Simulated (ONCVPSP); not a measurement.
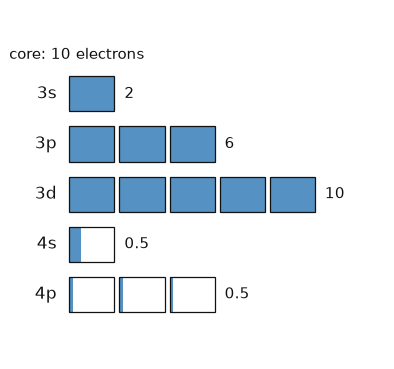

The valence shells of the reference configuration: a box for each of the 2l + 1 orbitals, shaded by the share of the shell that is filled, with the electron count at the right.

Pseudopotential generation, with input and output: Cu

- system: copper (Cu, Z = 29), core [Ne], reference valence 3s2 3p6 3d10 4s0.5 4p0.5, valence charge 19.
- method: ONCV potential, PBE, scalar-relativistic, made with ONCVPSP 4.0.1

### Input
```
# ATOM AND REFERENCE CONFIGURATION
# atsym  z   nc   nv     iexc    psfile
  Cu 29.00    3    5        4      upf
#
#   n    l    f
    1    0    2.00
    2    0    2.00
    2    1    6.00
    3    0    2.00
    3    1    6.00
    3    2   10.00
    4    0    0.50
    4    1    0.50
#
# PSEUDOPOTENTIAL AND OPTIMIZATION
# lmax
    2
#
#   l,   rc,      ep,       ncon, nbas, qcut
    0    1.10    0.00    3    8    8.70
    1    1.10    0.00    4    9   15.90
    2    1.55    0.00    3    7   11.20
#
# LOCAL POTENTIAL
# lloc, lpopt,  rc(5),   dvloc0
    4    5    1.10    0.00
#
# VANDERBILT-KLEINMAN-BYLANDER PROJECTORs
# l, nproj, debl
    0    2    1.60
    1    2    3.80
    2    2    3.60
#
# MODEL CORE CHARGE
# icmod, fcfact, rcfact
    3    3.00    1.10
#
# LOG DERIVATIVE ANALYSIS
# epsh1, epsh2, depsh
   -6.00    5.00    0.04
#
# OUTPUT GRID
# rlmax, drl
    6.00    0.01
#
# TEST CONFIGURATIONS
# ncnf
    4
# nvcnf
#   n    l    f
    5
    3    0    2.00
    3    1    6.00
    3    2   10.00
    4    0    1.00
    4    1    0.00
#
    5
    3    0    2.00
    3    1    6.00
    3    2   10.00
    4    0    0.00
    4    1    0.00
#
    5
    3    0    2.00
    3    1    6.00
    3    2    9.00
    4    0    0.00
    4    1    0.00
#
    5
    3    0    2.00
    3    1    6.00
    3    2    9.00
    4    0    1.00
    4    1    0.00
#
```

Hardware: 1 CPU thread, shared host.

Run as:
```bash
oncvpsp.x < Cu.dat > Cu.out
```

### Log (extracts)
```
ONCVPSP  (Optimized Norm-Conservinng Vanderbilt PSeudopotential)
scalar-relativistic version 4.0.1

#   n    l    f        energy (Ha)
    1    0    2.00    -3.2531653E+02
    2    0    2.00    -3.9084380E+01
    2    1    6.00    -3.3737658E+01
    3    0    2.00    -4.2573495E+00
    3    1    6.00    -2.6936304E+00
    3    2   10.00    -2.2711119E-01
    4    0    0.50    -1.9908346E-01
    4    1    0.50    -4.6691018E-02

Reference configufation results
  iterations    34
  all-electron total energy (Ha)   -1.65477534D+03

Begin loop to  construct optimized pseudo wave functions
and semi-local pseudopoentials for all angular momenta

Calculating optimized projector #   1

 for l=   0

    Fraction of norm inside rc  0.915221
    Optimizing pswf for qcut=   8.69 a_B^-1,  ecut=  37.77 Ha
    Residual kinetic energy error=  8.22D-05 Ha

    Energy error per electron        Cutoff
         Ha          eV             Ha
         0.01000     0.27211       12.33
         0.00100     0.02721       28.59
         0.00010     0.00272       37.10
         0.00001     0.00027      171.80

Calculating optimized projector #   2

 for l=   0

    Fraction of norm inside rc  0.026674
    Optimizing pswf for qcut=   8.69 a_B^-1,  ecut=  37.77 Ha
    Residual kinetic energy error=  3.26D-05 Ha

    Energy error per electron        Cutoff
         Ha          eV             Ha
         0.01000     0.27211        8.87
         0.00100     0.02721       22.11
         0.00010     0.00272       33.50
         0.00001     0.00027       59.02

Calculating optimized projector #   1

 for l=   1

    Fraction of norm inside rc  0.874667
    Optimizing pswf for qcut=  15.90 a_B^-1,  ecut= 126.45 Ha
    Residual kinetic energy error=  3.28D-09 Ha

    Energy error per electron        Cutoff
         Ha          eV             Ha
         0.01000     0.27211       37.11
         0.00100     0.02721       47.73
         0.00010     0.00272       57.12
         0.00001     0.00027       65.24

Calculating optimized projector #   2

 for l=   1

    Fraction of norm inside rc  0.007904
    Optimizing pswf for qcut=  15.90 a_B^-1,  ecut= 126.45 Ha
    Residual kinetic energy error=  2.88D-10 Ha

    Energy error per electron        Cutoff
         Ha          eV             Ha
         0.01000     0.27211       17.66
         0.00100     0.02721       29.69
         0.00010     0.00272       40.55
         0.00001     0.00027       50.18

   Wellstate for l =  2  n =  5
     eigenvalue =   3.3729
     asymptotic potential =   3.8729
     half-point radius =  2.7249

Calculating optimized projector #   1

 for l=   2

    Fraction of norm inside rc  0.832840
    Optimizing pswf for qcut=  11.20 a_B^-1,  ecut=  62.72 Ha
    Residual kinetic energy error=  3.78D-06 Ha

    Energy error per electron        Cutoff
         Ha          eV             Ha
         0.01000     0.27211       38.64
         0.00100     0.02721       45.92
         0.00010     0.00272       51.48
         0.00001     0.00027       57.55

Calculating optimized projector #   2

 for l=   2

    Fraction of norm inside rc  0.194955
    Optimizing pswf for qcut=  11.20 a_B^-1,  ecut=  62.72 Ha
    Residual kinetic energy error=  2.56D-06 Ha

    Energy error per electron        Cutoff
         Ha          eV             Ha
         0.01000     0.27211       41.60
         0.00100     0.02721       49.31
         0.00010     0.00272       55.34
         0.00001     0.00027       59.68

Construct Vanderbilt / Kleinmman-Bylander projectors

B matrix Hermiticity error, ll=   0
   1   2    4.4092E-04

  Orthonormal projector coefficients  5.0808E+00 -1.7416E+00

B matrix Hermiticity error, ll=   1
   1   2    1.4182E-04

  Orthonormal projector coefficients -2.7501E+00 -6.7411E-01

B matrix Hermiticity error, ll=   2
   1   2   -3.5938E-04

  Orthonormal projector coefficients -8.2348E+00 -2.5787E+00

Model core correction analysis
  based on d2Exc/dn_idn_j

d2excae - all-electron derivatives

   -4.332535D-02   -4.008538D-02   -2.768144D-02   -1.668221D-03
   -4.437842D-04
   -4.008556D-02   -3.842797D-02   -2.736275D-02   -2.034792D-03
   -5.136921D-04
   -2.768180D-02   -2.736296D-02   -2.484689D-02   -7.699835D-03
   -2.757459D-03
   -1.668016D-03   -2.034318D-03   -7.698213D-03   -3.598206D-02
   -2.465688D-02
   -4.437766D-04   -5.136381D-04   -2.755094D-03   -2.464377D-02
   -3.385645D-02

d2excps - pseudofunction derivatives with no core correction

   -5.590698D-02   -4.318011D-02   -2.604839D-02   -2.557695D-03
   -5.530224D-04
   -4.318242D-02   -4.094522D-02   -2.761989D-02   -2.279339D-03
   -5.859764D-04
   -2.604854D-02   -2.762006D-02   -2.577641D-02   -7.459429D-03
   -2.719766D-03
   -2.558091D-03   -2.278888D-03   -7.457805D-03   -3.599884D-02
   -2.465740D-02
   -5.530623D-04   -5.859281D-04   -2.717405D-03   -2.464428D-02
   -3.385734D-02

rms 2nd derivative error    2.771199E-03

rmatch, rhocmatch    0.3649   61.1504

Teter function model core charge with specified parameters

d2excps - pseudofunction derivatives with core correction

   -4.571681D-02   -4.149673D-02   -2.612479D-02   -1.983978D-03
   -5.214175D-04
   -4.149688D-02   -4.027442D-02   -2.758719D-02   -2.187183D-03
   -5.738691D-04
   -2.612500D-02   -2.758737D-02   -2.574865D-02   -7.464646D-03
   -2.719402D-03
   -1.983799D-03   -2.186726D-03   -7.463020D-03   -3.596648D-02
   -2.465566D-02
   -5.214152D-04   -5.738203D-04   -2.717040D-03   -2.464254D-02
   -3.385712D-02

rms 2nd derivative error    8.775385E-04

Pseudoatom total energy -190.085532

Diagnostic tests using Vanderbilt-Kleinman-Bylander pseudopotentials
  1 or more projectors used as specified by nproj input data

   l    rcore       rmatch      e in        delta e   norm test  slope test

   0   1.1036626   1.1371722  -4.2573495   0.0000660   1.0004431   1.0004477
   0   1.1036626   1.1371722  -0.1990835   0.0000070   1.0000529   1.0000464

   1   1.1036626   1.1371722  -2.6936304  -0.0000872   1.0002549   1.0002506
   1   1.1036626   1.1371722  -0.0466910   0.0000016   1.0000203   1.0000727

   2   1.5521055   1.5992308  -0.2271112  -0.0000037   1.0001001   1.0001048
   2   1.5521055   1.5992308   3.3728888  -0.0000097   1.0001274   1.0001274

 Testing for bound ghosts
   n   l    E NL Schr. Eq   E Basis Diag.   E Cutoff

   1   0       -4.257284       -4.257352    216.46
   2   0       -0.199076        0.085962    216.46

   2   1       -2.693718       -2.693634    325.10
   3   1       -0.046689        0.463145    325.10

   3   2       -0.227115       -0.225154    107.29

 Testing for highly-localized positive-energy ghosts
       l    <radius>/rc     E Basis Diag.   E Cutoff

Test configuration 0

   n   l     f        eae           eps        diff
   1   0  2.0000 -325.31653246
   2   0  2.0000  -39.08438029
   2   1  6.0000  -33.73765802
   3   0  2.0000   -4.25734952   -4.25728357    6.60D-05
   3   1  6.0000   -2.69363044   -2.69371761   -8.72D-05
   3   2 10.0000   -0.22711119   -0.22711491   -3.72D-06
   4   0  0.5000   -0.19908346   -0.19907648    6.99D-06
   4   1  0.5000   -0.04669102   -0.04668941    1.61D-06

    Total energies and differences
      AE_ref= -1.65477534D+03  AE_tst= -1.65477534D+03  dif=  0.00D+00
      PS_ref= -1.90085532D+02  PS_tst= -1.90085532D+02  dif=  1.03D-11
      PSP excitation error= -1.03D-11

Test configuration 1

   n   l     f        eae           eps        diff
   1   0  2.0000 -325.27451999
   2   0  2.0000  -39.04522397
   2   1  6.0000  -33.69828223
   3   0  2.0000   -4.21529237   -4.21514832    1.44D-04
   3   1  6.0000   -2.65123870   -2.65145733   -2.19D-04
   3   2 10.0000   -0.18516466   -0.18504764    1.17D-04
   4   0  1.0000   -0.16941097   -0.16950519   -9.42D-05

    Total energies and differences
      AE_ref= -1.65477534D+03  AE_tst= -1.65484922D+03  dif= -7.39D-02
      PS_ref= -1.90085532D+02  PS_tst= -1.90159401D+02  dif= -7.39D-02
      PSP excitation error= -1.15D-05

Test configuration 2

   n   l     f        eae           eps        diff
   1   0  2.0000 -325.59186900
   2   0  2.0000  -39.35290449
   2   1  6.0000  -34.00678728
   3   0  2.0000   -4.53200588   -4.53199728    8.60D-06
   3   1  6.0000   -2.96913099   -2.96889606    2.35D-04
   3   2 10.0000   -0.50194273   -0.50225464   -3.12D-04

    Total energies and differences
      AE_ref= -1.65477534D+03  AE_tst= -1.65454971D+03  dif=  2.26D-01
      PS_ref= -1.90085532D+02  PS_tst= -1.89860016D+02  dif=  2.26D-01
      PSP excitation error=  1.16D-04

Test configuration 3

psatom: WARNING lschvkbb convergence error n,l,iter=   3   1   4
ea(ii),et,emin,emax -5.114487E-02 -5.625936E-02 -5.625936E-02 -5.625936E-02
run_config: WARNING for fully non-local PS atom, stg. 1
 WARNING no output for configuration 4

Test configuration 4

   n   l     f        eae           eps        diff
   1   0  2.0000 -325.81263456
   2   0  2.0000  -39.59730067
   2   1  6.0000  -34.24885343
   3   0  2.0000   -4.75494132   -4.75263027    2.31D-03
   3   1  6.0000   -3.18662909   -3.18568745    9.42D-04
   3   2  9.0000   -0.69298089   -0.69041954    2.56D-03
   4   0  1.0000   -0.49961358   -0.50027092   -6.57D-04

    Total energies and differences
      AE_ref= -1.65477534D+03  AE_tst= -1.65442365D+03  dif=  3.52D-01
      PS_ref= -1.90085532D+02  PS_tst= -1.89734848D+02  dif=  3.51D-01
      PSP excitation error=  1.01D-03
```

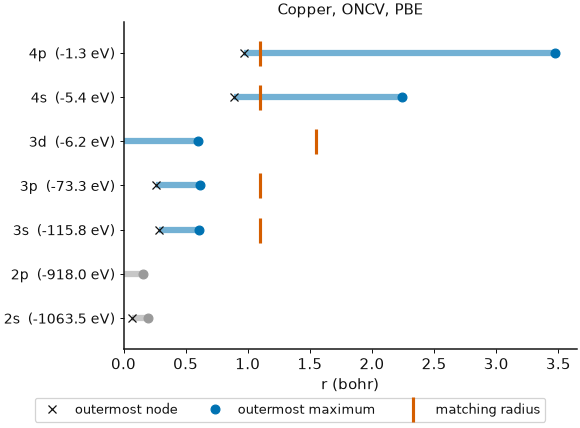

Outer shells of the all-electron reference atom: each bar runs from the outermost node (or the nucleus) to the outermost maximum of u(r); the tick is the radius chosen for the pseudo-wave. Shells without a tick have no pseudo-wave of their own. Levels, nodes and maxima are from ld1.x, scalar-relativistic.

- Radii against the shells: 3s: 1.10 bohr, outside the maximum; 3p: 1.10 bohr, outside the maximum; 3d: 1.55 bohr, outside the maximum; 4s: 1.10 bohr, between node and maximum; 4p: 1.10 bohr, between node and maximum.

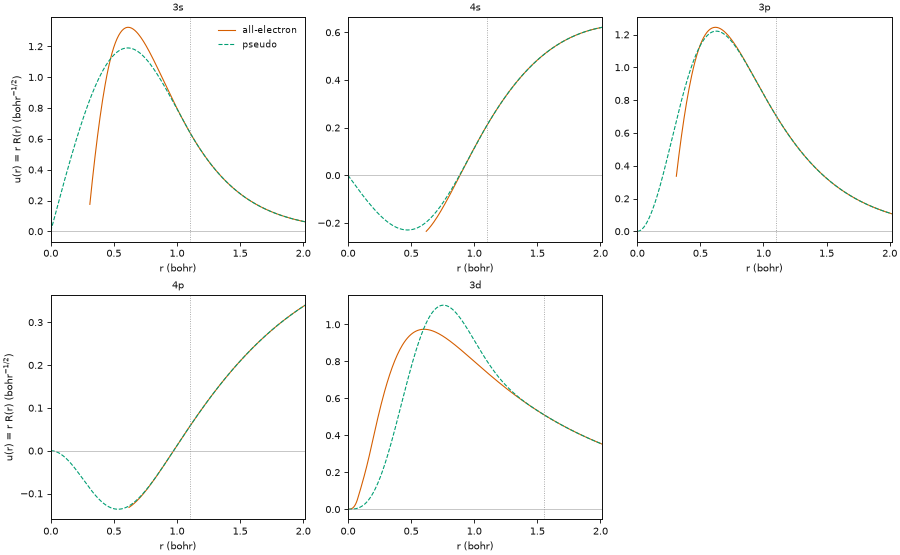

Partial waves u(r) = r R(r), all-electron (solid) and pseudo (dashed). Dotted lines mark the matching radii. The innermost oscillations of some all-electron curves aren't drawn. Pseudo-waves: 3s has no node; 4s has a node at about 0.9 bohr; 3p has no node; 4p has a node at about 1.0 bohr; 3d has no node. A node in 4s and 4p is expected, since a lower shell of the same l is also in the valence and the two must stay orthogonal.

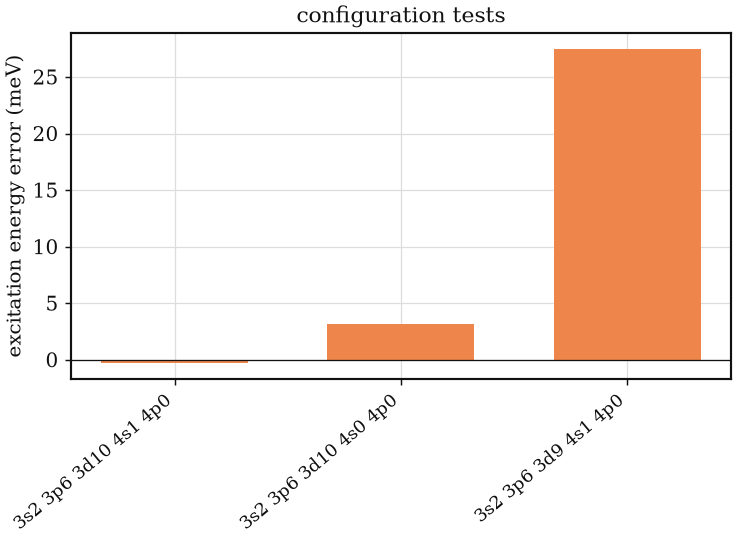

Errors, all-electron minus pseudo, of the energies of valence configurations relative to the unpolarised reference 3s2 3p6 3d10 4s0.5 4p0.5. Not all tests gave a result: 1 of 4 tests not solved.

- Worst configuration: 3s2 3p6 3d9 4s1 4p0 (charge +1): the error is +27 meV on an all-electron energy of +9.57 eV relative to the reference, or 0.29 %.
- Errors in meV: 3s2 3p6 3d10 4s1 4p0: -0.3; 3s2 3p6 3d10 4s0 4p0: +3.2; 3s2 3p6 3d9 4s1 4p0: +27.

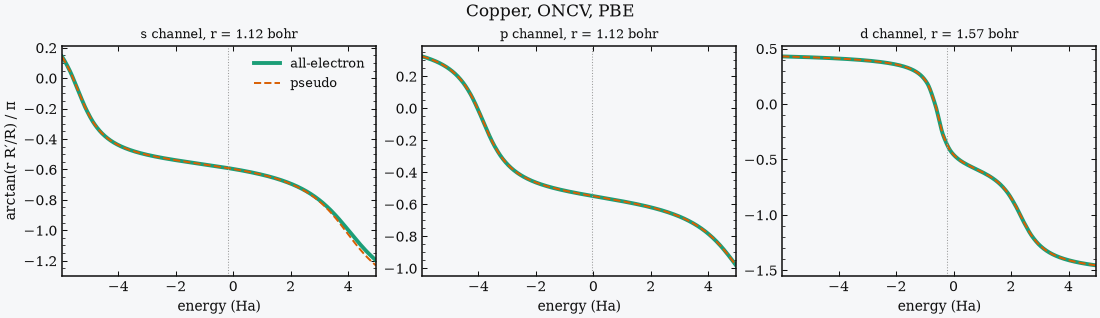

Unwrapped phase arctan(r R′/R) in units of π against energy, all-electron (solid) and pseudo (dashed); the pseudo phase is matched to the all-electron one at the reference energy. Here R(r) is the radial function. The dotted line marks the reference energy of the channel. Not drawn: f: not judged.

- Ghost states: the plot shows none: the two phases stay within 0.11 rad of each other in all channels drawn. The separate test gives: no bound ghost flagged; no localised positive-energy state flagged.
- Range over which the phases agree within 0.05 rad: s: up to about 3.4 Ha; p: over the whole range drawn; d: over the whole range drawn.

### Results in brief

- outcome: generated
- cutoffs needed: 48 Ha and 57 Ha (the cutoffs at which the residual kinetic energy of the hardest occupied pseudo-wave falls to 1 and 0.1 mHa per electron)
- ghost test: no bound ghost flagged; no localised positive-energy state flagged
- configuration tests: 1 of 4 tests not solved
- rms error of d²Exc/dni dnj: 2.77 mHa without and 0.88 mHa with the model core
- largest excitation error among the tests solved: +27 meV (all-electron minus pseudo) for 3s2 3p6 3d9 4s1 4p0
- range over which the phases arctan(r R′/R) at the test radius agree within 0.05 rad (a looser test near the poles than one of phase shifts): s: up to about 3.4 Ha; p: over the whole range computed; d: over the whole range computed; f: not judged, local potential alone
- wall time: 4.6 s

### Notes

Warnings of the program, in the generation or the tests: psatom: WARNING lschvkbb convergence error n,l,iter= 3 1 4.
